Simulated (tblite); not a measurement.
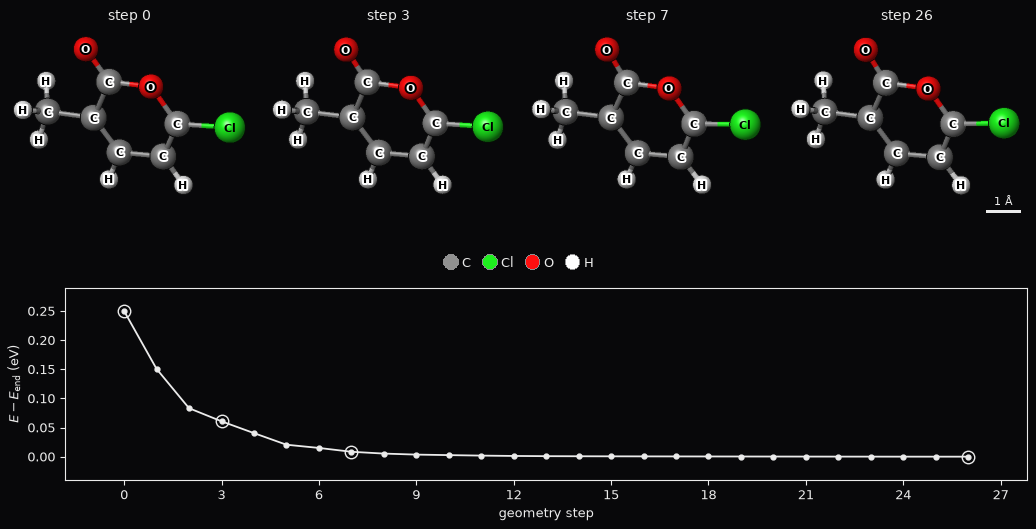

Frames of a relaxation of C6H5ClO2, marked on the history of the run. Style: ball-and-stick. Shown at a tilt.

Theory: GFN2-xTB geometry optimisation, gas phase in tblite. 

What happens along the run?

Answer. Over 26 geometry steps the energy falls by 0.250 eV. The Cl atom moves most after the best rigid fit: 0.16 Å. By element the largest moves are Cl 0.16 Å, O 0.10 Å, C 0.04 Å, H 0.04 Å. Among the contacts that change: C–O 1.401 → 1.328 Å, C–C 1.493 → 1.454 Å, C–C 1.320 → 1.356 Å, C–O 1.229 → 1.201 Å. Bond angles that change, for instance: Cl–C–O 118.5° → 112.8°, C–C–O 121.6° → 126.6°, O–C–O 121.5° → 117.5°. The run took 0.16 s on 1 thread of Arm Neoverse V2 (shared host). From step 0 to 3: an O atom moves most (0.05 Å), energy −0.189 eV. From step 3 to 7: the Cl atom moves most (0.08 Å), energy −0.052 eV. From step 7 to 26: the Cl atom moves most (0.05 Å), energy −0.008 eV.

```json
{"step": "0", "E − E(0), eV": "0.0000"}
{"step": "1", "E − E(0), eV": "-0.0993"}
{"step": "2", "E − E(0), eV": "-0.1668"}
{"step": "3", "E − E(0), eV": "-0.1892"}
{"step": "4", "E − E(0), eV": "-0.2095"}
{"step": "5", "E − E(0), eV": "-0.2294"}
{"step": "6", "E − E(0), eV": "-0.2350"}
{"step": "7", "E − E(0), eV": "-0.2415"}
{"step": "8", "E − E(0), eV": "-0.2446"}
{"step": "9", "E − E(0), eV": "-0.2464"}
{"step": "10", "E − E(0), eV": "-0.2473"}
{"step": "11", "E − E(0), eV": "-0.2481"}
{"step": "12", "E − E(0), eV": "-0.2487"}
{"step": "13", "E − E(0), eV": "-0.2491"}
{"step": "14", "E − E(0), eV": "-0.2492"}
{"step": "15", "E − E(0), eV": "-0.2493"}
{"step": "16", "E − E(0), eV": "-0.2494"}
{"step": "17", "E − E(0), eV": "-0.2495"}
{"step": "18", "E − E(0), eV": "-0.2496"}
{"step": "19", "E − E(0), eV": "-0.2496"}
{"step": "20", "E − E(0), eV": "-0.2497"}
{"step": "21", "E − E(0), eV": "-0.2498"}
{"step": "22", "E − E(0), eV": "-0.2498"}
{"step": "23", "E − E(0), eV": "-0.2499"}
{"step": "24", "E − E(0), eV": "-0.2499"}
{"step": "25", "E − E(0), eV": "-0.2499"}
{"step": "26", "E − E(0), eV": "-0.2499"}
```
